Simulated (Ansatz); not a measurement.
**GeH3F (singlet): B97M-V, PBE0 over a scan of the distance Ge1–F2, cc-pVDZ**

How well do these functionals follow the top wave-function level for GeH3F (singlet) over a scan of the distance Ge1–F2?

Computed with Ansatz 0.2.0, Gaussian basis. Level: cc-pVDZ, all electrons in the functionals.

Plan: B97M-V, PBE0, at 1.376 Å; 1.548 Å; 1.742 Å; 1.921 Å; 2.133 Å; 2.419 Å; 2.778 Å; 3.264 Å; 3.896 Å; 4.596 Å; 6.004 Å.

36 further runs of the same task are left out: 7 for a known fault of the program, 1 for a mislabelled method, 26 that didn't finish, 2 set aside as unsound or not needed.

## Step 1: The geometry

The geometry derives from a PBE0/def2-TZVP stationary point (not a proven minimum). One bond is set to the value named and the two fragments are kept rigid. No spin-orbit coupling is included. The filled d shell of Ge may be among the frozen orbitals whatever the setting's name suggests; the logs give the count.

5 atoms, charge 0, spin multiplicity 1.

Atoms are counted from 1 here; the program's logs count them from 0.

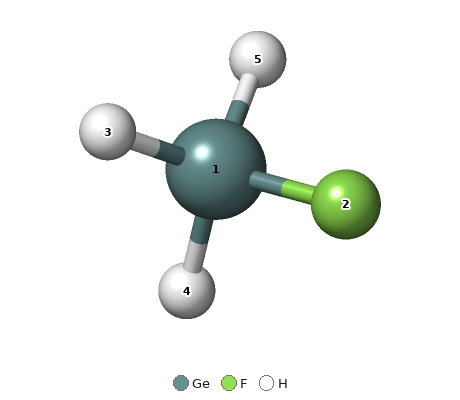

The geometry (germanium teal, fluorine green, hydrogen white); atoms are numbered from 1 in the order of the file.

No dispersion term is added; B97M-V holds VV10 nonlocal correlation.

The geometry shown and the zero of energy belong to the point 1.742 Å. The yardstick, RCCSDT(Q), and other wave-function levels (R restricted, U unrestricted, valence and pair active spaces) come from earlier runs.

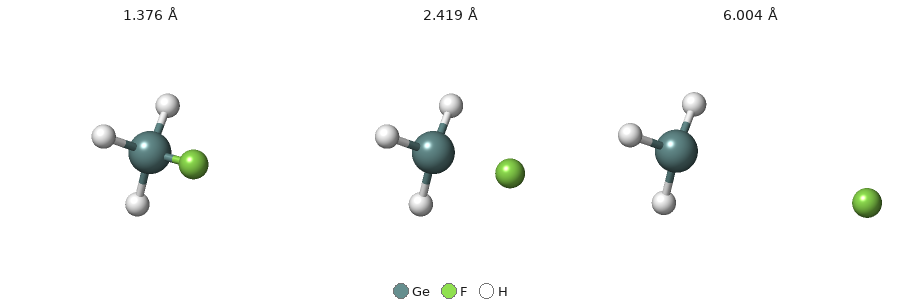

Three points of the scan; sticks are drawn by distance.

## Step 2: B97M-V, 1.376 Å

Input file in.yaml:

```yaml
crystal:
  periodic: [false, false, false]
  atoms:
    - {symbol: Ge, position_ang: [-0.262448, -0.001877, 0.001206]}
    - {symbol: F, position_ang: [1.113502, 0.007965, -0.005118]}
    - {symbol: H, position_ang: [-0.701873, 1.466988, 0.004146]}
    - {symbol: H, position_ang: [-0.680221, -0.741708, 1.277444]}
    - {symbol: H, position_ang: [-0.691952, -0.740115, -1.272057]}
basis:
  gaussian: {orbitals: cc-pVDZ}
hamiltonian: {xc: {name: B97M-V}}
```

The run is started by

```
> ansatz run in.yaml --threads 1 --pin off --events-out ev --progress --plain --max-ram 2393MiB
```

What it wrote, shortened:

```text
Functional definition: B97M-V
  name "B97M-V"
  cite "Mardirossian & Head-Gordon, J. Chem. Phys. 142, 074111 (2015) doi:10.1063/1.4907719"
  cite "Becke, J. Chem. Phys. 107, 8554 (1997) doi:10.1063/1.475007"
  cite "Vydrov & Van Voorhis, J. Chem. Phys. 133, 244103 (2010) doi:10.1063/1.3521275"
  # Of w^i u^j: cxij and so on, Table III.
[...]
  gx(w, u) = cx00 + cx01*u + cx02*u^2 + (cx10 + cx11*u)*w
  gss(w, u) = css00 + css02*u^2 + css10*w + (css32*w^3 + css42*w^4)*u^2
  gos(w, u) = cos00 + cos01*u + cos03*u^3 + cos10*w + cos32*w^3*u^2
[...]
      + integral(e_c_pw_mod_opposite_spin*gos(b97_w_opposite, b97_u_opposite)) + vv10(b, c)
685 factors; their error is unknown
[...]
mean field -59267.78435602 eV, -2178.0509019366 hartree, gradient 5.5e-5 eV, S^2 0.000000; 0 other end points of the search recorded, 0 dependent functions left out
reference -59267.78439673 eV, -2178.0509034326 hartree; 22, 22 occupied and 34, 34 virtual orbitals, 685 factors
Total energy: -59267.78439673 eV, -2178.0509034326 hartree
```

It took 1.7 s on 1 thread of Intel Xeon 6975P-C, shared host.

## Step 3: B97M-V, 1.548 Å

Input file in.yaml:

```yaml
crystal:
  periodic: [false, false, false]
  atoms:
    - {symbol: Ge, position_ang: [-0.296967, -0.002124, 0.001365]}
    - {symbol: F, position_ang: [1.250977, 0.008948, -0.005750]}
    - {symbol: H, position_ang: [-0.736392, 1.466741, 0.004305]}
    - {symbol: H, position_ang: [-0.714740, -0.741955, 1.277603]}
    - {symbol: H, position_ang: [-0.726471, -0.740362, -1.271898]}
basis:
  gaussian: {orbitals: cc-pVDZ}
hamiltonian: {xc: {name: B97M-V}}
```

The command is unchanged.

What it wrote, shortened:

```text
Functional definition: B97M-V
  name "B97M-V"
  cite "Mardirossian & Head-Gordon, J. Chem. Phys. 142, 074111 (2015) doi:10.1063/1.4907719"
  cite "Becke, J. Chem. Phys. 107, 8554 (1997) doi:10.1063/1.475007"
  cite "Vydrov & Van Voorhis, J. Chem. Phys. 133, 244103 (2010) doi:10.1063/1.3521275"
  # Of w^i u^j: cxij and so on, Table III.
[...]
  gx(w, u) = cx00 + cx01*u + cx02*u^2 + (cx10 + cx11*u)*w
[...]
  gos(w, u) = cos00 + cos01*u + cos03*u^3 + cos10*w + cos32*w^3*u^2
[...]
      + integral(e_c_pw_mod_opposite_spin*gos(b97_w_opposite, b97_u_opposite)) + vv10(b, c)
685 factors; their error is unknown
[...]
mean field -59271.18560285 eV, -2178.1758954523 hartree, gradient 6.1e-5 eV, S^2 0.000000; 0 other end points of the search recorded, 0 dependent functions left out
reference -59271.18564382 eV, -2178.1758969578 hartree; 22, 22 occupied and 34, 34 virtual orbitals, 685 factors
Total energy: -59271.18564382 eV, -2178.1758969578 hartree
```

Run time: 1.8 s. Hardware: 1 thread of Intel Xeon 6975P-C, shared host.

## Step 4: B97M-V, 1.742 Å

Input file in.yaml:

```yaml
crystal:
  periodic: [false, false, false]
  atoms:
    - {symbol: Ge, position_ang: [-0.335893, -0.002403, 0.001544]}
    - {symbol: F, position_ang: [1.406007, 0.010057, -0.006463]}
    - {symbol: H, position_ang: [-0.775318, 1.466462, 0.004484]}
    - {symbol: H, position_ang: [-0.753666, -0.742234, 1.277782]}
    - {symbol: H, position_ang: [-0.765397, -0.740640, -1.271719]}
basis:
  gaussian: {orbitals: cc-pVDZ}
hamiltonian: {xc: {name: B97M-V}}
```

Same command.

What it wrote, shortened:

```text
Functional definition: B97M-V
  name "B97M-V"
  cite "Mardirossian & Head-Gordon, J. Chem. Phys. 142, 074111 (2015) doi:10.1063/1.4907719"
  cite "Becke, J. Chem. Phys. 107, 8554 (1997) doi:10.1063/1.475007"
  cite "Vydrov & Van Voorhis, J. Chem. Phys. 133, 244103 (2010) doi:10.1063/1.3521275"
  # Of w^i u^j: cxij and so on, Table III.
[...]
  gx(w, u) = cx00 + cx01*u + cx02*u^2 + (cx10 + cx11*u)*w
[...]
  gos(w, u) = cos00 + cos01*u + cos03*u^3 + cos10*w + cos32*w^3*u^2
[...]
      + integral(e_c_pw_mod_opposite_spin*gos(b97_w_opposite, b97_u_opposite)) + vv10(b, c)
685 factors; their error is unknown
[...]
mean field -59272.10099484 eV, -2178.2095354875 hartree, gradient 3.6e-5 eV, S^2 0.000000; 0 other end points of the search recorded, 0 dependent functions left out
reference -59272.10103656 eV, -2178.2095370205 hartree; 22, 22 occupied and 34, 34 virtual orbitals, 685 factors
Total energy: -59272.10103656 eV, -2178.2095370205 hartree
```

Run time: 1.7 s. Hardware: 1 thread of Intel Xeon 6975P-C, shared host.

## Step 5: B97M-V, 1.921 Å

Input file in.yaml:

```yaml
crystal:
  periodic: [false, false, false]
  atoms:
    - {symbol: Ge, position_ang: [-0.371824, -0.002660, 0.001709]}
    - {symbol: F, position_ang: [1.549106, 0.011081, -0.007121]}
    - {symbol: H, position_ang: [-0.811249, 1.466205, 0.004649]}
    - {symbol: H, position_ang: [-0.789597, -0.742491, 1.277947]}
    - {symbol: H, position_ang: [-0.801328, -0.740897, -1.271554]}
basis:
  gaussian: {orbitals: cc-pVDZ}
hamiltonian: {xc: {name: B97M-V}}
```

Same command.

What it wrote, shortened:

```text
Functional definition: B97M-V
  name "B97M-V"
  cite "Mardirossian & Head-Gordon, J. Chem. Phys. 142, 074111 (2015) doi:10.1063/1.4907719"
  cite "Becke, J. Chem. Phys. 107, 8554 (1997) doi:10.1063/1.475007"
  cite "Vydrov & Van Voorhis, J. Chem. Phys. 133, 244103 (2010) doi:10.1063/1.3521275"
  # Of w^i u^j: cxij and so on, Table III.
[...]
  gx(w, u) = cx00 + cx01*u + cx02*u^2 + (cx10 + cx11*u)*w
[...]
  gos(w, u) = cos00 + cos01*u + cos03*u^3 + cos10*w + cos32*w^3*u^2
[...]
      + integral(e_c_pw_mod_opposite_spin*gos(b97_w_opposite, b97_u_opposite)) + vv10(b, c)
685 factors; their error is unknown
[...]
mean field -59271.82889928 eV, -2178.1995361599 hartree, gradient 4.4e-5 eV, S^2 0.000000; 0 other end points of the search recorded, 0 dependent functions left out
reference -59271.82894115 eV, -2178.1995376986 hartree; 22, 22 occupied and 34, 34 virtual orbitals, 685 factors
Total energy: -59271.82894115 eV, -2178.1995376986 hartree
```

Run time: 1.7 s. Hardware: 1 thread of Intel Xeon 6975P-C, shared host.

From 1.742 Å: +6.3 kcal/mol.

## Step 6: B97M-V, 2.133 Å

Input file in.yaml:

```yaml
crystal:
  periodic: [false, false, false]
  atoms:
    - {symbol: Ge, position_ang: [-0.414370, -0.002964, 0.001905]}
    - {symbol: F, position_ang: [1.718553, 0.012293, -0.007900]}
    - {symbol: H, position_ang: [-0.853795, 1.465901, 0.004845]}
    - {symbol: H, position_ang: [-0.832143, -0.742795, 1.278142]}
    - {symbol: H, position_ang: [-0.843874, -0.741202, -1.271358]}
basis:
  gaussian: {orbitals: cc-pVDZ}
hamiltonian: {xc: {name: B97M-V}}
```

Launched as before.

What it wrote, shortened:

```text
Functional definition: B97M-V
  name "B97M-V"
  cite "Mardirossian & Head-Gordon, J. Chem. Phys. 142, 074111 (2015) doi:10.1063/1.4907719"
  cite "Becke, J. Chem. Phys. 107, 8554 (1997) doi:10.1063/1.475007"
  cite "Vydrov & Van Voorhis, J. Chem. Phys. 133, 244103 (2010) doi:10.1063/1.3521275"
  # Of w^i u^j: cxij and so on, Table III.
[...]
  gx(w, u) = cx00 + cx01*u + cx02*u^2 + (cx10 + cx11*u)*w
[...]
  gos(w, u) = cos00 + cos01*u + cos03*u^3 + cos10*w + cos32*w^3*u^2
[...]
      + integral(e_c_pw_mod_opposite_spin*gos(b97_w_opposite, b97_u_opposite)) + vv10(b, c)
685 factors; their error is unknown
[...]
mean field -59271.03799980 eV, -2178.1704711403 hartree, gradient 3.1e-5 eV, S^2 0.000000; 0 other end points of the search recorded, 0 dependent functions left out
reference -59271.03804097 eV, -2178.1704726530 hartree; 22, 22 occupied and 34, 34 virtual orbitals, 685 factors
Total energy: -59271.03804097 eV, -2178.1704726530 hartree
```

Wall time 1.8 s (1 thread of Intel Xeon 6975P-C, shared host).

From 1.742 Å: +24.5 kcal/mol.

## Step 7: B97M-V, 2.419 Å

Input file in.yaml:

```yaml
crystal:
  periodic: [false, false, false]
  atoms:
    - {symbol: Ge, position_ang: [-0.471767, -0.003375, 0.002169]}
    - {symbol: F, position_ang: [1.947145, 0.013928, -0.008950]}
    - {symbol: H, position_ang: [-0.911193, 1.465490, 0.005108]}
    - {symbol: H, position_ang: [-0.889541, -0.743206, 1.278406]}
    - {symbol: H, position_ang: [-0.901271, -0.741612, -1.271094]}
basis:
  gaussian: {orbitals: cc-pVDZ}
magnetization: {spin_polarized: true, initial_magnetization: 0}
hamiltonian: {xc: {name: B97M-V}}
```

The command is unchanged.

What it wrote, shortened:

```text
Functional definition: B97M-V
  name "B97M-V"
  cite "Mardirossian & Head-Gordon, J. Chem. Phys. 142, 074111 (2015) doi:10.1063/1.4907719"
  cite "Becke, J. Chem. Phys. 107, 8554 (1997) doi:10.1063/1.475007"
  cite "Vydrov & Van Voorhis, J. Chem. Phys. 133, 244103 (2010) doi:10.1063/1.3521275"
  # Of w^i u^j: cxij and so on, Table III.
[...]
  gx(w, u) = cx00 + cx01*u + cx02*u^2 + (cx10 + cx11*u)*w
[...]
  gos(w, u) = cos00 + cos01*u + cos03*u^3 + cos10*w + cos32*w^3*u^2
[...]
      + integral(e_c_pw_mod_opposite_spin*gos(b97_w_opposite, b97_u_opposite)) + vv10(b, c)
685 factors; their error is unknown
[...]
mean field -59269.86292125 eV, -2178.1272877999 hartree, gradient 6.9e-6 eV, S^2 0.000000; 0 other end points of the search recorded, 0 dependent functions left out
reference -59269.86296182 eV, -2178.1272892909 hartree; 22, 22 occupied and 34, 34 virtual orbitals, 685 factors
Total energy: -59269.86296182 eV, -2178.1272892909 hartree
```

It took 2.7 s on 1 thread of Intel Xeon 6975P-C, shared host.

From the report: ⟨S²⟩ of the determinant 0.000 (pure singlet: 0.00).

From 1.742 Å: +51.6 kcal/mol.

## Step 8: B97M-V, 2.778 Å

Input file in.yaml:

```yaml
crystal:
  periodic: [false, false, false]
  atoms:
    - {symbol: Ge, position_ang: [-0.543815, -0.003890, 0.002500]}
    - {symbol: F, position_ang: [2.234085, 0.015981, -0.010269]}
    - {symbol: H, position_ang: [-0.983240, 1.464975, 0.005440]}
    - {symbol: H, position_ang: [-0.961588, -0.743721, 1.278737]}
    - {symbol: H, position_ang: [-0.973319, -0.742128, -1.270763]}
basis:
  gaussian: {orbitals: cc-pVDZ}
magnetization: {spin_polarized: true, initial_magnetization: 0}
hamiltonian: {xc: {name: B97M-V}}
```

Same command.

What it wrote, shortened:

```text
Functional definition: B97M-V
  name "B97M-V"
  cite "Mardirossian & Head-Gordon, J. Chem. Phys. 142, 074111 (2015) doi:10.1063/1.4907719"
  cite "Becke, J. Chem. Phys. 107, 8554 (1997) doi:10.1063/1.475007"
  cite "Vydrov & Van Voorhis, J. Chem. Phys. 133, 244103 (2010) doi:10.1063/1.3521275"
  # Of w^i u^j: cxij and so on, Table III.
[...]
  gx(w, u) = cx00 + cx01*u + cx02*u^2 + (cx10 + cx11*u)*w
[...]
  gos(w, u) = cos00 + cos01*u + cos03*u^3 + cos10*w + cos32*w^3*u^2
[...]
      + integral(e_c_pw_mod_opposite_spin*gos(b97_w_opposite, b97_u_opposite)) + vv10(b, c)
685 factors; their error is unknown
[...]
mean field -59268.63654334 eV, -2178.0822192431 hartree, gradient 9.1e-6 eV, S^2 0.033227; 8 other end points of the search recorded, 0 dependent functions left out
reference -59268.63658524 eV, -2178.0822207828 hartree; 22, 22 occupied and 34, 34 virtual orbitals, 685 factors
Total energy: -59268.63658524 eV, -2178.0822207828 hartree
```

Wall time 14 s (1 thread of Intel Xeon 6975P-C, shared host).

From the report: ⟨S²⟩ of the determinant 0.033 (pure singlet: 0.00).

From 1.742 Å: +79.9 kcal/mol.

## Step 9: B97M-V, 3.264 Å

Input file in.yaml:

```yaml
crystal:
  periodic: [false, false, false]
  atoms:
    - {symbol: Ge, position_ang: [-0.641350, -0.004588, 0.002948]}
    - {symbol: F, position_ang: [2.622532, 0.018759, -0.012055]}
    - {symbol: H, position_ang: [-1.080775, 1.464277, 0.005888]}
    - {symbol: H, position_ang: [-1.059123, -0.744419, 1.279186]}
    - {symbol: H, position_ang: [-1.070854, -0.742825, -1.270315]}
basis:
  gaussian: {orbitals: cc-pVDZ}
magnetization: {spin_polarized: true, initial_magnetization: 0}
hamiltonian: {xc: {name: B97M-V}}
```

Launched as before.

What it wrote, shortened:

```text
Functional definition: B97M-V
  name "B97M-V"
  cite "Mardirossian & Head-Gordon, J. Chem. Phys. 142, 074111 (2015) doi:10.1063/1.4907719"
  cite "Becke, J. Chem. Phys. 107, 8554 (1997) doi:10.1063/1.475007"
  cite "Vydrov & Van Voorhis, J. Chem. Phys. 133, 244103 (2010) doi:10.1063/1.3521275"
  # Of w^i u^j: cxij and so on, Table III.
[...]
  gx(w, u) = cx00 + cx01*u + cx02*u^2 + (cx10 + cx11*u)*w
[...]
  gos(w, u) = cos00 + cos01*u + cos03*u^3 + cos10*w + cos32*w^3*u^2
[...]
      + integral(e_c_pw_mod_opposite_spin*gos(b97_w_opposite, b97_u_opposite)) + vv10(b, c)
685 factors; their error is unknown
[...]
mean field -59267.71118916 eV, -2178.0482131041 hartree, gradient 1.0e-5 eV, S^2 0.503475; 8 other end points of the search recorded, 0 dependent functions left out
reference -59267.71123216 eV, -2178.0482146844 hartree; 22, 22 occupied and 34, 34 virtual orbitals, 685 factors
Total energy: -59267.71123216 eV, -2178.0482146844 hartree
```

It took 14 s on 1 thread of Intel Xeon 6975P-C, shared host.

From the report: ⟨S²⟩ of the determinant 0.503 (pure singlet: 0.00). The determinant is far from a pure spin state, so its energy mixes those of several spin states (harmless only where they are near-degenerate, as at dissociation).

From 1.742 Å: +101.2 kcal/mol.

## Step 10: B97M-V, 3.896 Å

Input file in.yaml:

```yaml
crystal:
  periodic: [false, false, false]
  atoms:
    - {symbol: Ge, position_ang: [-0.768186, -0.005495, 0.003531]}
    - {symbol: F, position_ang: [3.127673, 0.022373, -0.014377]}
    - {symbol: H, position_ang: [-1.207611, 1.463370, 0.006471]}
    - {symbol: H, position_ang: [-1.185959, -0.745326, 1.279769]}
    - {symbol: H, position_ang: [-1.197690, -0.743733, -1.269732]}
basis:
  gaussian: {orbitals: cc-pVDZ}
magnetization: {spin_polarized: true, initial_magnetization: 0}
hamiltonian: {xc: {name: B97M-V}}
```

The command is unchanged.

What it wrote, shortened:

```text
Functional definition: B97M-V
  name "B97M-V"
  cite "Mardirossian & Head-Gordon, J. Chem. Phys. 142, 074111 (2015) doi:10.1063/1.4907719"
  cite "Becke, J. Chem. Phys. 107, 8554 (1997) doi:10.1063/1.475007"
  cite "Vydrov & Van Voorhis, J. Chem. Phys. 133, 244103 (2010) doi:10.1063/1.3521275"
  # Of w^i u^j: cxij and so on, Table III.
[...]
  gx(w, u) = cx00 + cx01*u + cx02*u^2 + (cx10 + cx11*u)*w
[...]
  gos(w, u) = cos00 + cos01*u + cos03*u^3 + cos10*w + cos32*w^3*u^2
[...]
      + integral(e_c_pw_mod_opposite_spin*gos(b97_w_opposite, b97_u_opposite)) + vv10(b, c)
685 factors; their error is unknown
[...]
mean field -59267.21823983 eV, -2178.0300975505 hartree, gradient 3.4e-6 eV, S^2 0.718432; 10 other end points of the search recorded, 0 dependent functions left out
reference -59267.21828386 eV, -2178.0300991684 hartree; 22, 22 occupied and 34, 34 virtual orbitals, 685 factors
Total energy: -59267.21828386 eV, -2178.0300991684 hartree
```

It took 22 s on 1 thread of Intel Xeon 6975P-C, shared host.

From the report: ⟨S²⟩ of the determinant 0.718 (pure singlet: 0.00). The determinant is far from a pure spin state, so its energy mixes those of several spin states (harmless only where they are near-degenerate, as at dissociation).

From 1.742 Å: +112.6 kcal/mol.

## Step 11: B97M-V, 4.596 Å

Input file in.yaml:

```yaml
crystal:
  periodic: [false, false, false]
  atoms:
    - {symbol: Ge, position_ang: [-0.908669, -0.006500, 0.004177]}
    - {symbol: F, position_ang: [3.687165, 0.026375, -0.016949]}
    - {symbol: H, position_ang: [-1.348094, 1.462365, 0.007117]}
    - {symbol: H, position_ang: [-1.326442, -0.746331, 1.280415]}
    - {symbol: H, position_ang: [-1.338172, -0.744738, -1.269086]}
basis:
  gaussian: {orbitals: cc-pVDZ}
magnetization: {spin_polarized: true, initial_magnetization: 0}
hamiltonian: {xc: {name: B97M-V}}
```

Launched as before.

What it wrote, shortened:

```text
Functional definition: B97M-V
  name "B97M-V"
  cite "Mardirossian & Head-Gordon, J. Chem. Phys. 142, 074111 (2015) doi:10.1063/1.4907719"
  cite "Becke, J. Chem. Phys. 107, 8554 (1997) doi:10.1063/1.475007"
  cite "Vydrov & Van Voorhis, J. Chem. Phys. 133, 244103 (2010) doi:10.1063/1.3521275"
  # Of w^i u^j: cxij and so on, Table III.
[...]
  gx(w, u) = cx00 + cx01*u + cx02*u^2 + (cx10 + cx11*u)*w
[...]
  gos(w, u) = cos00 + cos01*u + cos03*u^3 + cos10*w + cos32*w^3*u^2
[...]
      + integral(e_c_pw_mod_opposite_spin*gos(b97_w_opposite, b97_u_opposite)) + vv10(b, c)
685 factors; their error is unknown
[...]
mean field -59267.01499858 eV, -2178.0226285724 hartree, gradient 1.4e-6 eV, S^2 0.802118; 10 other end points of the search recorded, 0 dependent functions left out
reference -59267.01504407 eV, -2178.0226302439 hartree; 22, 22 occupied and 34, 34 virtual orbitals, 685 factors
Total energy: -59267.01504407 eV, -2178.0226302439 hartree
```

Run time: 22 s. Hardware: 1 thread of Intel Xeon 6975P-C, shared host.

From the report: ⟨S²⟩ of the determinant 0.802 (pure singlet: 0.00). The determinant is far from a pure spin state, so its energy mixes those of several spin states (harmless only where they are near-degenerate, as at dissociation).

From 1.742 Å: +117.3 kcal/mol.

## Step 12: B97M-V, 6.004 Å

Input file in.yaml:

```yaml
crystal:
  periodic: [false, false, false]
  atoms:
    - {symbol: Ge, position_ang: [-1.191239, -0.008521, 0.005476]}
    - {symbol: F, position_ang: [4.812544, 0.034425, -0.022122]}
    - {symbol: H, position_ang: [-1.630665, 1.460344, 0.008416]}
    - {symbol: H, position_ang: [-1.609013, -0.748352, 1.281714]}
    - {symbol: H, position_ang: [-1.620743, -0.746759, -1.267787]}
basis:
  gaussian: {orbitals: cc-pVDZ}
magnetization: {spin_polarized: true, initial_magnetization: 0}
hamiltonian: {xc: {name: B97M-V}}
```

The command is unchanged.

What it wrote, shortened:

```text
Functional definition: B97M-V
  name "B97M-V"
  cite "Mardirossian & Head-Gordon, J. Chem. Phys. 142, 074111 (2015) doi:10.1063/1.4907719"
  cite "Becke, J. Chem. Phys. 107, 8554 (1997) doi:10.1063/1.475007"
  cite "Vydrov & Van Voorhis, J. Chem. Phys. 133, 244103 (2010) doi:10.1063/1.3521275"
  # Of w^i u^j: cxij and so on, Table III.
[...]
  gx(w, u) = cx00 + cx01*u + cx02*u^2 + (cx10 + cx11*u)*w
[...]
  gos(w, u) = cos00 + cos01*u + cos03*u^3 + cos10*w + cos32*w^3*u^2
[...]
      + integral(e_c_pw_mod_opposite_spin*gos(b97_w_opposite, b97_u_opposite)) + vv10(b, c)
685 factors; their error is unknown
[...]
mean field -59266.90864899 eV, -2178.0187202969 hartree, gradient 7.1e-6 eV, S^2 0.848731; 10 other end points of the search recorded, 0 dependent functions left out
reference -59266.90869792 eV, -2178.0187220950 hartree; 22, 22 occupied and 34, 34 virtual orbitals, 685 factors
Total energy: -59266.90869792 eV, -2178.0187220950 hartree
```

Wall time 43 s (1 thread of Intel Xeon 6975P-C, shared host).

From the report: ⟨S²⟩ of the determinant 0.849 (pure singlet: 0.00). The determinant is far from a pure spin state, so its energy mixes those of several spin states (harmless only where they are near-degenerate, as at dissociation).

From 1.742 Å: +119.7 kcal/mol.

## Step 13: PBE0, 1.376 Å

Input file in.yaml:

```yaml
crystal:
  periodic: [false, false, false]
  atoms:
    - {symbol: Ge, position_ang: [-0.262448, -0.001877, 0.001206]}
    - {symbol: F, position_ang: [1.113502, 0.007965, -0.005118]}
    - {symbol: H, position_ang: [-0.701873, 1.466988, 0.004146]}
    - {symbol: H, position_ang: [-0.680221, -0.741708, 1.277444]}
    - {symbol: H, position_ang: [-0.691952, -0.740115, -1.272057]}
basis:
  gaussian: {orbitals: cc-pVDZ}
hamiltonian: {xc: {name: PBE0}}
output: {forces: true, orbitals: {seedname: orbitals}}
```

The command is unchanged.

What it wrote, shortened:

```text
Functional definition: PBE0
  name "PBE0"
  cite "Adamo & Barone, J. Chem. Phys. 110, 6158 (1999) doi:10.1063/1.478522"
  cite "Perdew, Burke & Ernzerhof, Phys. Rev. Lett. 77, 3865 (1996) doi:10.1103/PhysRevLett.77.3865"
  parent pbe
[...]
589 factors; integrals over basis functions are off by at most 8.4e-4 eV
[...]
Atom 1 at     1.113502     0.007965    -0.005118 Å, force    32.350162     0.231416    -0.148701 eV/Å
Atom 2 at    -0.701873     1.466988     0.004146 Å, force    -0.430889     0.240568     0.002133 eV/Å
Atom 3 at    -0.680221    -0.741708     1.277444 Å, force    -0.427344    -0.125057     0.212914 eV/Å
Atom 4 at    -0.691952    -0.740115    -1.272057 Å, force    -0.429286    -0.124793    -0.209128 eV/Å
Dipole moment:    -0.108430    -0.000776     0.000498 e Å
```

It took 0.96 s on 1 thread of Intel Xeon 6975P-C, shared host.

(Part 1 of 2 ends here.)
